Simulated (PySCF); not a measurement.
C2H12N2OSi2: geometry relaxation (part 2 of 2)

Continued. System: C2H12N2OSi2, SMILES CN(C)[SiH](O)N[SiH3]. Method: PBE0-D3(BJ)/def2-SVP geometry optimisation, gas phase (PySCF 2.14.0). 

Geometry of the input (Å):
```
Si 0.4078  -0.2934  -0.5872
N  1.3661  0.3628  0.6808
Si 3.0750  0.3120  0.7383
O  0.7259  -1.8437  -0.8202
N  -1.2501  -0.0619  -0.1030
C  -1.7750  1.2298  0.3077
C  -2.2603  -0.8889  -0.6769
H  0.7580  0.2640  -1.9149
H  0.9356  1.0604  1.2926
H  3.5033  -1.0745  0.5452
H  3.7070  1.1733  -0.2573
H  3.4480  0.7845  2.0978
H  0.7284  -2.4120  -0.0690
H  -0.9952  1.8416  0.7355
H  -2.2179  1.7546  -0.5365
H  -2.5493  1.1011  1.0752
H  -3.0536  -1.0740  0.0560
H  -2.7404  -0.4018  -1.5437
H  -1.8343  -1.8358  -0.9924
```

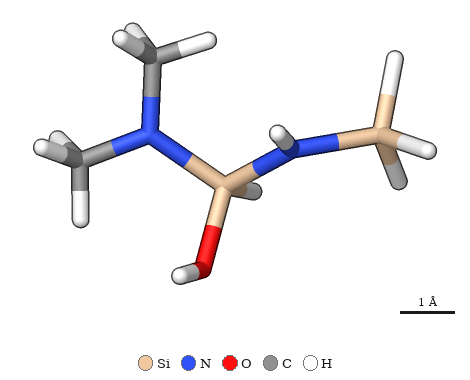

Fig. 1: The geometry at step 16 of the log (stick view, seen on its broad side).

**Trajectory as extended XYZ, continued**
```
19
Properties=species:S:1:pos:R:3:forces:R:3 step=10 energy=-23029.91831
Si    0.3871   -0.6192   -0.4857    0.0227   0.0885   0.0108
N     1.3543    0.0664    0.7785    0.0440  -0.0187   0.0021
Si    2.9915    0.6596    0.6776   -0.0049  -0.0016   0.0045
O     0.3640   -2.2803   -0.5618    0.0252  -0.0809  -0.0324
N    -1.2371   -0.0822   -0.2305   -0.0175  -0.0193   0.0242
C    -1.5505    1.2662    0.1696    0.0124  -0.0008   0.0007
C    -2.3672   -0.8216   -0.7365    0.0005   0.0071  -0.0053
H     1.0525   -0.2374   -1.7617   -0.0062  -0.0031  -0.0005
H     0.9412    0.0875    1.7071   -0.0398   0.0165  -0.0127
H     3.7786   -0.1555   -0.2944   -0.0036   0.0021  -0.0056
H     3.0789    2.0911    0.2456   -0.0030   0.0028   0.0027
H     3.6083    0.5553    2.0355    0.0062  -0.0023  -0.0036
H     0.0985   -2.7464    0.2358   -0.0278   0.0116   0.0204
H    -0.6513    1.7720    0.5496    0.0001   0.0027   0.0019
H    -1.9517    1.8736   -0.6664   -0.0058  -0.0024  -0.0027
H    -2.3114    1.2795    0.9735    0.0016   0.0005   0.0017
H    -3.1540   -0.9278    0.0351   -0.0013   0.0024  -0.0006
H    -2.8360   -0.3297   -1.6123    0.0001  -0.0016  -0.0028
H    -2.0552   -1.8299   -1.0418   -0.0028  -0.0035  -0.0028
19
Properties=species:S:1:pos:R:3:forces:R:3 step=11 energy=-23029.91974
Si    0.3899   -0.6400   -0.4773    0.0046   0.0567   0.0126
N     1.3589    0.0541    0.7802    0.0584   0.0079  -0.0005
Si    2.9846    0.6772    0.6678   -0.0217  -0.0115   0.0111
O     0.3528   -2.3022   -0.5316    0.0175  -0.0698  -0.0236
N    -1.2311   -0.0873   -0.2311   -0.0053  -0.0251   0.0256
C    -1.5367    1.2587    0.1828    0.0045  -0.0095  -0.0118
C    -2.3628   -0.8129   -0.7536    0.0028   0.0134  -0.0029
H     1.0595   -0.2861   -1.7587    0.0004   0.0092   0.0023
H     0.9427    0.0931    1.7070   -0.0358   0.0050  -0.0149
H     3.7702   -0.1142   -0.3240   -0.0023   0.0008  -0.0076
H     3.0416    2.1151    0.2520    0.0008   0.0038   0.0028
H     3.6199    0.5687    2.0167    0.0098  -0.0010  -0.0045
H     0.0522   -2.7519    0.2633   -0.0222   0.0112   0.0148
H    -0.6381    1.7504    0.5817   -0.0002   0.0050  -0.0006
H    -1.9203    1.8815   -0.6502   -0.0086  -0.0003  -0.0029
H    -2.3088    1.2678    0.9758    0.0005   0.0035   0.0054
H    -3.1581   -0.9172    0.0095   -0.0020   0.0029  -0.0015
H    -2.8184   -0.3115   -1.6310   -0.0006   0.0001  -0.0015
H    -2.0574   -1.8223   -1.0622   -0.0005  -0.0024  -0.0024
19
Properties=species:S:1:pos:R:3:forces:R:3 step=12 energy=-23029.92101
Si    0.3948   -0.6600   -0.4667   -0.0174  -0.0063   0.0061
N     1.3647    0.0416    0.7854    0.0427   0.0202  -0.0042
Si    2.9775    0.6942    0.6591   -0.0214  -0.0142   0.0158
O     0.3411   -2.3242   -0.5007    0.0099  -0.0212  -0.0020
N    -1.2235   -0.0936   -0.2292    0.0037  -0.0230   0.0215
C    -1.5235    1.2511    0.1929   -0.0038  -0.0092  -0.0192
C    -2.3563   -0.8052   -0.7688    0.0035   0.0110  -0.0041
H     1.0702   -0.3312   -1.7513    0.0030   0.0160   0.0034
H     0.9414    0.0952    1.7084   -0.0145   0.0019  -0.0138
H     3.7532   -0.0666   -0.3635   -0.0030   0.0010  -0.0066
H     3.0030    2.1408    0.2701    0.0033   0.0037   0.0047
H     3.6418    0.5722    1.9927    0.0104  -0.0011  -0.0034
H    -0.0033   -2.7521    0.2888   -0.0100   0.0057   0.0013
H    -0.6257    1.7339    0.6040    0.0006   0.0049  -0.0029
H    -1.8953    1.8829   -0.6386   -0.0074   0.0021  -0.0010
H    -2.3032    1.2587    0.9785    0.0010   0.0047   0.0065
H    -3.1616   -0.9053   -0.0157   -0.0011   0.0024  -0.0012
H    -2.7966   -0.2950   -1.6489   -0.0009   0.0016  -0.0003
H    -2.0580   -1.8163   -1.0794    0.0013  -0.0001  -0.0006
19
Properties=species:S:1:pos:R:3:forces:R:3 step=13 energy=-23029.92189
Si    0.3979   -0.6707   -0.4602   -0.0132  -0.0519  -0.0067
N     1.3701    0.0345    0.7882    0.0055   0.0188  -0.0040
Si    2.9749    0.7037    0.6571   -0.0092  -0.0124   0.0071
O     0.3348   -2.3365   -0.4833    0.0021   0.0262   0.0132
N    -1.2194   -0.0989   -0.2258    0.0080  -0.0075   0.0178
C    -1.5164    1.2471    0.1945   -0.0076  -0.0021  -0.0163
C    -2.3526   -0.8028   -0.7744    0.0012   0.0045  -0.0052
H     1.0755   -0.3525   -1.7461    0.0019   0.0127   0.0018
H     0.9402    0.0935    1.7080    0.0022   0.0054  -0.0031
H     3.7378   -0.0290   -0.3950   -0.0028   0.0022  -0.0048
H     2.9831    2.1590    0.2998    0.0029   0.0027   0.0075
H     3.6636    0.5593    1.9761    0.0062  -0.0032  -0.0017
H    -0.0408   -2.7489    0.3006    0.0012  -0.0031  -0.0075
H    -0.6179    1.7298    0.6040    0.0019   0.0024  -0.0032
H    -1.8882    1.8779   -0.6379   -0.0033   0.0002   0.0002
H    -2.2957    1.2579    0.9806    0.0019   0.0026   0.0045
H    -3.1642   -0.8981   -0.0275   -0.0001   0.0005  -0.0007
H    -2.7831   -0.2888   -1.6573   -0.0002   0.0011   0.0006
H    -2.0591   -1.8156   -1.0843    0.0015   0.0006   0.0006
19
Properties=species:S:1:pos:R:3:forces:R:3 step=14 energy=-23029.92273
Si    0.4005   -0.6796   -0.4530   -0.0015  -0.0777  -0.0137
N     1.3745    0.0283    0.7930   -0.0312   0.0108  -0.0057
Si    2.9715    0.7127    0.6571    0.0096  -0.0077   0.0021
O     0.3300   -2.3463   -0.4674   -0.0048   0.0591   0.0205
N    -1.2161   -0.1041   -0.2215    0.0058   0.0066   0.0083
C    -1.5098    1.2455    0.1894   -0.0076   0.0068  -0.0081
C    -2.3499   -0.8029   -0.7756   -0.0002  -0.0025  -0.0038
H     1.0810   -0.3668   -1.7386   -0.0017   0.0048   0.0002
H     0.9424    0.0833    1.7121    0.0150   0.0128   0.0038
H     3.7130    0.0215   -0.4375   -0.0039   0.0037  -0.0025
H     2.9641    2.1801    0.3516    0.0001   0.0009   0.0094
H     3.6927    0.5284    1.9536    0.0025  -0.0054  -0.0005
H    -0.0744   -2.7466    0.3087    0.0112  -0.0101  -0.0126
H    -0.6087    1.7318    0.5890    0.0015  -0.0011  -0.0017
H    -1.8869    1.8688   -0.6465    0.0013  -0.0010   0.0016
H    -2.2842    1.2644    0.9804    0.0021   0.0001   0.0009
H    -3.1669   -0.8914   -0.0338    0.0009  -0.0013   0.0002
H    -2.7718   -0.2880   -1.6621    0.0004   0.0000   0.0004
H    -2.0606   -1.8180   -1.0818    0.0006   0.0012   0.0012
19
Properties=species:S:1:pos:R:3:forces:R:3 step=15 energy=-23029.92379
Si    0.4022   -0.6878   -0.4456    0.0205  -0.0758  -0.0123
N     1.3790    0.0239    0.7965   -0.0622   0.0080  -0.0075
Si    2.9693    0.7215    0.6594    0.0267  -0.0039  -0.0054
O     0.3273   -2.3545   -0.4496   -0.0155   0.0689   0.0166
N    -1.2139   -0.1095   -0.2159   -0.0001   0.0201  -0.0071
C    -1.5043    1.2459    0.1788   -0.0013   0.0126   0.0046
C    -2.3480   -0.8054   -0.7731   -0.0017  -0.0095   0.0016
H     1.0829   -0.3792   -1.7320   -0.0041  -0.0052  -0.0013
H     0.9472    0.0727    1.7162    0.0173   0.0176   0.0111
H     3.6766    0.0926   -0.4935   -0.0033   0.0046  -0.0008
H     2.9500    2.2037    0.4359   -0.0042  -0.0016   0.0106
H     3.7325    0.4721    1.9207   -0.0008  -0.0079  -0.0006
H    -0.1062   -2.7452    0.3158    0.0200  -0.0148  -0.0109
H    -0.5993    1.7387    0.5614    0.0004  -0.0040   0.0015
H    -1.8907    1.8562   -0.6624    0.0062  -0.0025   0.0018
H    -2.2700    1.2772    0.9780    0.0010  -0.0032  -0.0037
H    -3.1703   -0.8852   -0.0363    0.0011  -0.0030   0.0009
H    -2.7614   -0.2929   -1.6651    0.0007  -0.0013   0.0001
H    -2.0625   -1.8237   -1.0724   -0.0007   0.0009   0.0010
19
Properties=species:S:1:pos:R:3:forces:R:3 step=16 energy=-23029.92524
Si    0.4033   -0.6967   -0.4363    0.0379  -0.0468  -0.0001
N     1.3819    0.0224    0.8008   -0.0745   0.0120  -0.0080
Si    2.9659    0.7318    0.6628    0.0401  -0.0019  -0.0080
O     0.3261   -2.3624   -0.4257   -0.0254   0.0478   0.0006
N    -1.2124   -0.1152   -0.2095   -0.0059   0.0274  -0.0297
C    -1.4976    1.2481    0.1620    0.0044   0.0134   0.0187
C    -2.3466   -0.8103   -0.7678   -0.0021  -0.0134   0.0113
H     1.0837   -0.3939   -1.7240   -0.0050  -0.0147  -0.0024
H     0.9545    0.0610    1.7233    0.0115   0.0186   0.0109
H     3.6158    0.2034   -0.5712   -0.0015   0.0040   0.0014
H     2.9385    2.2279    0.5697   -0.0105  -0.0048   0.0104
H     3.7894    0.3811    1.8611   -0.0007  -0.0095  -0.0029
H    -0.1372   -2.7464    0.3253    0.0260  -0.0136  -0.0021
H    -0.5873    1.7481    0.5224   -0.0023  -0.0063   0.0055
H    -1.8950    1.8404   -0.6868    0.0101  -0.0015   0.0014
H    -2.2523    1.2972    0.9708   -0.0020  -0.0057  -0.0087
H    -3.1745   -0.8789   -0.0363    0.0011  -0.0036   0.0015
H    -2.7509   -0.3038   -1.6674    0.0006  -0.0021  -0.0005
H    -2.0649   -1.8328   -1.0562   -0.0017   0.0005   0.0005
19
Properties=species:S:1:pos:R:3:forces:R:3 step=17 energy=-23029.92729
Si    0.4024   -0.6972   -0.4312    0.0481   0.0155   0.0229
N     1.3812    0.0325    0.8002   -0.0645   0.0272  -0.0019
Si    2.9691    0.7335    0.6698    0.0385  -0.0044  -0.0134
O     0.3319   -2.3609   -0.4064   -0.0324  -0.0085  -0.0274
N    -1.2143   -0.1172   -0.2041   -0.0094   0.0245  -0.0533
C    -1.4986    1.2536    0.1400    0.0142   0.0067   0.0323
C    -2.3471   -0.8193   -0.7569   -0.0030  -0.0158   0.0217
H     1.0771   -0.3978   -1.7223   -0.0006  -0.0210  -0.0020
H     0.9585    0.0640    1.7253   -0.0048   0.0128   0.0061
H     3.5456    0.3315   -0.6453    0.0037   0.0019   0.0020
H     2.9554    2.2311    0.7402   -0.0155  -0.0073   0.0088
H     3.8511    0.2538    1.7790    0.0007  -0.0093  -0.0071
H    -0.1459   -2.7467    0.3341    0.0252  -0.0059   0.0138
H    -0.5846    1.7638    0.4764   -0.0038  -0.0069   0.0092
H    -1.9090    1.8245   -0.7170    0.0119   0.0012  -0.0011
H    -2.2417    1.3205    0.9583   -0.0069  -0.0071  -0.0120
H    -3.1777   -0.8781   -0.0276    0.0004  -0.0024   0.0020
H    -2.7479   -0.3249   -1.6647    0.0001  -0.0015  -0.0003
H    -2.0652   -1.8457   -1.0309   -0.0019   0.0003  -0.0001
19
Properties=species:S:1:pos:R:3:forces:R:3 step=18 energy=-23029.93024
Si    0.3999   -0.6857   -0.4298    0.0299   0.0879   0.0467
N     1.3725    0.0592    0.7973   -0.0212   0.0376   0.0050
Si    2.9775    0.7228    0.6765    0.0252  -0.0073  -0.0103
O     0.3455   -2.3471   -0.3951   -0.0273  -0.0862  -0.0586
N    -1.2200   -0.1138   -0.2027   -0.0056   0.0098  -0.0673
C    -1.5088    1.2625    0.1159    0.0182  -0.0055   0.0391
C    -2.3495   -0.8315   -0.7420   -0.0033  -0.0120   0.0284
H     1.0683   -0.3869   -1.7239    0.0052  -0.0222  -0.0009
H     0.9547    0.0872    1.7250   -0.0235   0.0063  -0.0069
H     3.4758    0.4599   -0.7039    0.0073  -0.0006   0.0030
H     3.0044    2.2008    0.9232   -0.0149  -0.0055   0.0057
H     3.9037    0.1000    1.6739    0.0032  -0.0059  -0.0104
H    -0.1202   -2.7452    0.3459    0.0151   0.0088   0.0316
H    -0.5945    1.7827    0.4357   -0.0053  -0.0056   0.0099
H    -1.9277    1.8137   -0.7497    0.0099   0.0052  -0.0038
H    -2.2458    1.3425    0.9383   -0.0114  -0.0061  -0.0128
H    -3.1785   -0.8846   -0.0104   -0.0004   0.0006   0.0018
H    -2.7551   -0.3547   -1.6572   -0.0006   0.0004   0.0004
H    -2.0617   -1.8604   -1.0003   -0.0005   0.0003  -0.0005
19
Properties=species:S:1:pos:R:3:forces:R:3 step=19 energy=-23029.93402
Si    0.3950   -0.6569   -0.4398    0.0007   0.1407   0.0546
N     1.3572    0.1094    0.7821    0.0418   0.0333   0.0067
Si    2.9967    0.6900    0.6848   -0.0076  -0.0100  -0.0060
O     0.3683   -2.3170   -0.4008   -0.0158  -0.1455  -0.0749
N    -1.2302   -0.1020   -0.2080    0.0026  -0.0126  -0.0590
C    -1.5341    1.2746    0.0947    0.0210  -0.0195   0.0345
C    -2.3542   -0.8460   -0.7221   -0.0047  -0.0062   0.0248
H     1.0515   -0.3585   -1.7398    0.0127  -0.0128   0.0018
H     0.9337    0.1542    1.7065   -0.0403   0.0002  -0.0144
H     3.4524    0.5299   -0.7257    0.0040  -0.0009   0.0007
H     3.0926    2.1338    1.0709   -0.0027   0.0011   0.0026
H     3.9181   -0.0654    1.5918    0.0036  -0.0014  -0.0080
H    -0.0471   -2.7323    0.3597    0.0000   0.0223   0.0440
H    -0.6259    1.8063    0.4129   -0.0036  -0.0004   0.0064
H    -1.9550    1.8132   -0.7777    0.0037   0.0077  -0.0062
H    -2.2747    1.3544    0.9137   -0.0131  -0.0027  -0.0092
H    -3.1736   -0.9002    0.0201   -0.0015   0.0039   0.0010
H    -2.7778   -0.3919   -1.6406   -0.0015   0.0028   0.0019
H    -2.0525   -1.8744   -0.9658    0.0009   0.0000  -0.0013
19
Properties=species:S:1:pos:R:3:forces:R:3 step=20 energy=-23029.93666
Si    0.3932   -0.6393   -0.4481   -0.0227   0.1045   0.0321
N     1.3461    0.1511    0.7654    0.0630   0.0156   0.0154
Si    3.0090    0.6666    0.6867   -0.0240  -0.0108   0.0012
O     0.3796   -2.3007   -0.3979   -0.0033  -0.1176  -0.0501
N    -1.2348   -0.0941   -0.2167    0.0102  -0.0200  -0.0363
C    -1.5497    1.2793    0.0879    0.0069  -0.0195   0.0167
C    -2.3558   -0.8535   -0.7140   -0.0049  -0.0002   0.0133
H     1.0462   -0.3559   -1.7530    0.0112   0.0027   0.0024
H     0.9092    0.2218    1.6821   -0.0267  -0.0045  -0.0159
H     3.4419    0.5837   -0.7374    0.0053   0.0012  -0.0035
H     3.1556    2.0748    1.1730    0.0004   0.0018  -0.0016
H     3.9177   -0.1815    1.5223    0.0031   0.0010  -0.0034
H     0.0009   -2.7135    0.3832   -0.0053   0.0259   0.0350
H    -0.6490    1.8136    0.4221   -0.0029   0.0043   0.0009
H    -1.9605    1.8212   -0.7874   -0.0013   0.0074  -0.0043
H    -2.3034    1.3495    0.8956   -0.0079   0.0012  -0.0037
H    -3.1672   -0.9096    0.0369   -0.0009   0.0036   0.0002
H    -2.7930   -0.4116   -1.6321   -0.0017   0.0031   0.0026
H    -2.0455   -1.8807   -0.9517    0.0016   0.0002  -0.0010
19
Properties=species:S:1:pos:R:3:forces:R:3 step=21 energy=-23029.93764
Si    0.3933   -0.6330   -0.4543   -0.0116   0.0395   0.0061
N     1.3453    0.1626    0.7567    0.0383  -0.0090  -0.0024
Si    3.0149    0.6566    0.6857   -0.0224  -0.0043   0.0107
O     0.3779   -2.2969   -0.4005    0.0025  -0.0495  -0.0162
N    -1.2351   -0.0902   -0.2239    0.0058  -0.0079  -0.0141
C    -1.5564    1.2791    0.0917   -0.0005  -0.0115   0.0008
C    -2.3563   -0.8537   -0.7144   -0.0029  -0.0003   0.0034
H     1.0484   -0.3571   -1.7602    0.0010   0.0068   0.0029
H     0.8979    0.2489    1.6669   -0.0086   0.0005  -0.0058
H     3.4686    0.5361   -0.7296   -0.0098   0.0014  -0.0007
H     3.1701    2.0738    1.1418    0.0095   0.0034  -0.0009
H     3.9017   -0.1837    1.5518    0.0045   0.0021   0.0007
H     0.0182   -2.6975    0.3964   -0.0041   0.0146   0.0153
H    -0.6612    1.8130    0.4406    0.0002   0.0041  -0.0013
H    -1.9599    1.8300   -0.7817   -0.0018   0.0033  -0.0013
H    -2.3195    1.3377    0.8914   -0.0012   0.0023   0.0008
H    -3.1621   -0.9131    0.0422   -0.0002   0.0012   0.0002
H    -2.8018   -0.4121   -1.6286   -0.0006   0.0022   0.0019
H    -2.0434   -1.8794   -0.9552    0.0017   0.0008  -0.0002
19
Properties=species:S:1:pos:R:3:forces:R:3 step=22 energy=-23029.93783
Si    0.3953   -0.6394   -0.4517   -0.0056  -0.0074   0.0003
N     1.3485    0.1582    0.7573   -0.0056  -0.0048   0.0136
Si    3.0144    0.6619    0.6839   -0.0039  -0.0018  -0.0029
O     0.3711   -2.3048   -0.3885    0.0003   0.0012  -0.0002
N    -1.2322   -0.0925   -0.2256    0.0023   0.0062  -0.0075
C    -1.5527    1.2761    0.0937   -0.0034  -0.0020  -0.0046
C    -2.3545   -0.8522   -0.7196   -0.0012  -0.0015   0.0010
H     1.0544   -0.3724   -1.7572    0.0003   0.0058   0.0006
H     0.8975    0.2457    1.6658    0.0060  -0.0005  -0.0011
H     3.4458    0.5851   -0.7410    0.0070   0.0006  -0.0033
H     3.1692    2.0662    1.1792   -0.0033  -0.0021  -0.0012
H     3.9198   -0.1969    1.5120    0.0000   0.0006  -0.0003
H    -0.0032   -2.6902    0.4095    0.0034   0.0034   0.0029
H    -0.6584    1.8087    0.4469    0.0014   0.0003  -0.0009
H    -1.9532    1.8305   -0.7790   -0.0004   0.0002   0.0002
H    -2.3186    1.3329    0.8910    0.0016   0.0011   0.0016
H    -3.1618   -0.9105    0.0355    0.0005  -0.0009   0.0005
H    -2.7971   -0.4073   -1.6335   -0.0002   0.0010   0.0012
H    -2.0440   -1.8782   -0.9618    0.0008   0.0005   0.0000
```

**Summary**

```csv
quantity,value
outcome,converged
total energy,−846.334612 hartree
dipole moment,2.53 D
point group,C1
hardware,"1 CPU thread, shared host"
wall time,8 min
peak memory,0.82 GiB
```
